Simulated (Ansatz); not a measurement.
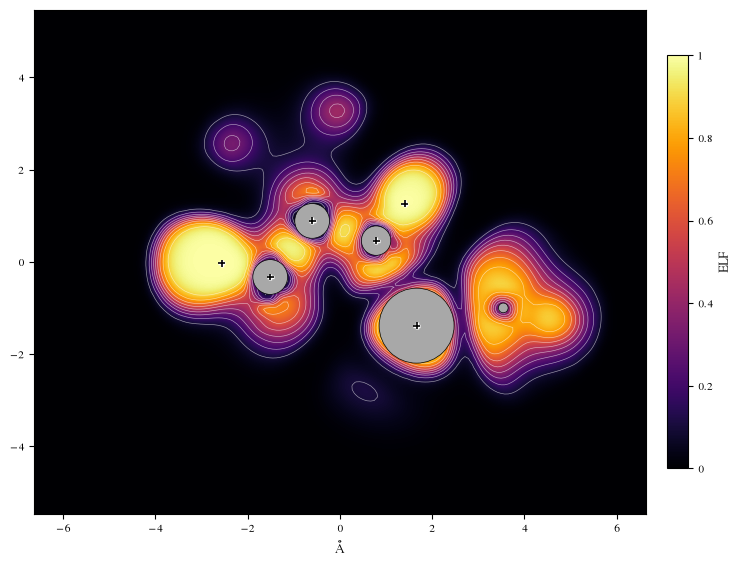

The electron localisation function on a plane through atoms (crosses mark nuclei in the plane; grey discs cover the cores).

These are results of RKS PBE0-D4/def2-TZVPP (Ansatz), not measurements.

Candidates:
A. C₃H₁₁HfNO₃
B. C₃H₁₁NO₃Zr (SMILES CC(C)[NH][Zr]([OH])([OH])[OH])
C. CH₉NSi₃ (SMILES C[Si]N([SiH3])[SiH3])

### Which candidate gave the map?

Candidate B: C₃H₁₁NO₃Zr on the plane of atoms C2, N4 and Zr5, which holds C, N, Zr and H. C–N (1.45 Å): the ELF peaks at about 0.90 between the atoms: a covalent bond. C–C (1.52 Å): the ELF peaks at about 0.95 between the atoms (localised, covalent bonding).
